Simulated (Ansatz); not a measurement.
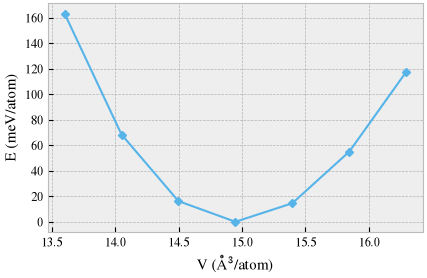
Re in space group P-6m2 (No. 187; Re on 2g, Re on 2h, Re on 1a, Re on 1f) under volume change, DFT-PBE in the program Ansatz with PAW potentials, shape and atoms relaxed at each volume.

**Question.** What does a third-order Birch–Murnaghan fit give for V₀, B₀ and B′?

**Answer.** V₀ = 14.95 Å³/atom, B₀ = 363 GPa, B′ = 4.4.

The start of the workflow was typed in or built on a structure type; neither database checked (COD, Materials Project) lists it. It is not the phase usual at ambient conditions (space group No. 194). Symmetry was held in the PBE relaxation; its stability against distortions is not shown here. No spin polarisation was allowed. Scalar-relativistic: spin–orbit coupling is off unless named, which matters more the heavier the elements.

Potentials: the later of the program's two PAW sets.
